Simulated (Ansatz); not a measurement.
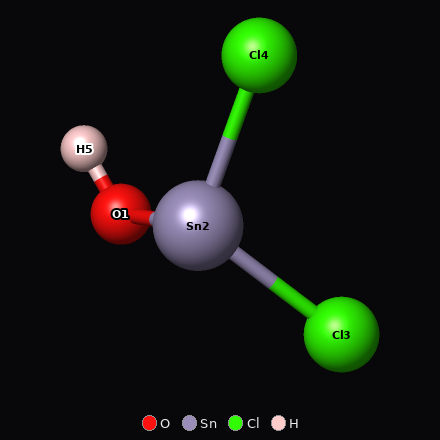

The system is Cl₂HOSn, SMILES [OH][Sn]([Cl])[Cl], spin multiplicity 2; the picture shows the reference structure. First axis: bond length O1–Sn2. Second axis: dihedral H5–O1–Sn2–Cl3. Nothing is relaxed (all other coordinates rigid). The scan uses a 9 × 10 grid. Points are written as (first, second). All energies are given in kcal/mol relative to the lowest grid point. Theory: Ansatz 0.2.0, UKS PBE0-D4/def2-SVP.

Its coordinates:

```yaml
atoms:
  - { symbol: O, position_ang: [0.2348, 1.3823, 0.3759] }
  - { symbol: Sn, position_ang: [0.5956, -0.4366, -0.3449] }
  - { symbol: Cl, position_ang: [0.9552, -1.7699, 1.5711] }
  - { symbol: Cl, position_ang: [-1.3967, -1.1409, -1.4297] }
  - { symbol: H, position_ang: [-0.3389, 1.8915, -0.2137] }
```

Range: bond length O1–Sn2 from 1.751 to 2.487 Å; dihedral H5–O1–Sn2–Cl3 from −180 to 144°.

Question: Predict the map.

Answer: The lowest grid point is at (2.027 Å, −144°); the map holds 2 wells of about this depth. The highest grid point, (2.487 Å, −72°), lies 25.0 kcal/mol above the lowest. On the interpolated surface the easiest way out of the lowest well to the well at about (1.99 Å, 30°) passes a barrier of about 1.3 kcal/mol, counted from the interpolated bottom of the well. Round the minimum the two coordinates are weakly coupled (coupling 0.07 in units of the two stiffnesses).

| dihedral H5–O1–Sn2–Cl3 ↓, bond length O1–Sn2 → | 1.751 | 1.843 | 1.935 | 2.027 | 2.119 | 2.211 | 2.303 | 2.395 | 2.487 |
| --- | --- | --- | --- | --- | --- | --- | --- | --- | --- |
| 144 | 21.0 | 7.3 | 1.5 | 0.9 | 3.4 | 7.6 | 12.6 | 17.6 | 22.1 |
| 108 | 21.3 | 7.6 | 1.8 | 1.1 | 3.6 | 7.8 | 12.7 | 17.7 | 22.2 |
| 72 | 20.5 | 6.9 | 1.2 | 0.6 | 3.1 | 7.4 | 12.4 | 17.4 | 22.0 |
| 36 | 19.6 | 6.1 | 0.5 | 0.1 | 2.8 | 7.3 | 12.4 | 17.5 | 22.1 |
| 0 | 19.5 | 6.2 | 0.8 | 0.5 | 3.4 | 8.0 | 13.3 | 18.5 | 23.1 |
| −36 | 20.6 | 7.2 | 1.9 | 1.7 | 4.6 | 9.4 | 14.8 | 20.1 | 24.7 |
| −72 | 20.9 | 7.5 | 2.1 | 1.9 | 4.8 | 9.6 | 15.0 | 20.3 | 25.0 |
| −108 | 19.9 | 6.5 | 1.1 | 0.8 | 3.7 | 8.3 | 13.6 | 18.8 | 23.5 |
| −144 | 19.5 | 6.0 | 0.4 | 0.0 | 2.7 | 7.2 | 12.4 | 17.5 | 22.2 |
| −180 | 20.0 | 6.4 | 0.7 | 0.2 | 2.8 | 7.1 | 12.2 | 17.2 | 21.8 |

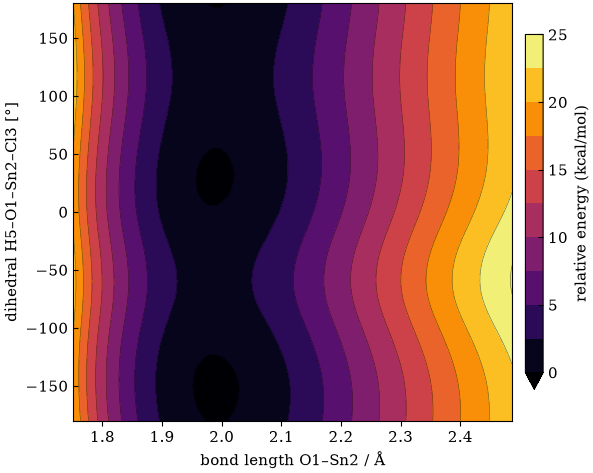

In the figure: filled contours. Between grid points the surface is interpolated.

The whole map (90 points run) took 21 min on 1 thread of Arm Neoverse N1, on a shared host.
